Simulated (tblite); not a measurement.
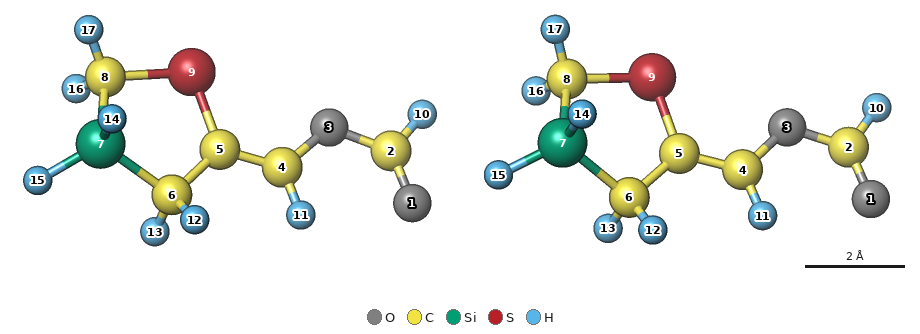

Two geometries of C₅H₈O₂SSi, drawn at one scale. One is the start of a relaxation, the other its converged end. The picture is a ball-and-stick view, seen at a tilt.

Theory: GFN2-xTB geometry optimisation, gas phase in tblite. 

Q: Which one is relaxed?

A: The right one is the relaxed one. The largest move after the best rigid fit is that of H12, 0.30 Å. Largest moves by element: H 0.30 Å, S 0.17 Å, O 0.14 Å, C 0.12 Å, Si 0.11 Å. Among the contacts that change: Si7–C8 1.852 → 1.906 Å, O1–C2 1.235 → 1.198 Å, C6–Si7 1.873 → 1.904 Å, Si7–H14 1.489 → 1.462 Å. Among the angles between lasting bonds that change: C6–Si7–C8 99.5° → 94.9°, Si7–C6–H12 110.5° → 115.0°, H14–Si7–H15 109.7° → 113.7°. Over 85 geometry steps the energy falls by 4.76 kcal/mol. Cost: 1.2 s on 1 thread of Arm Neoverse N1, on a shared host.
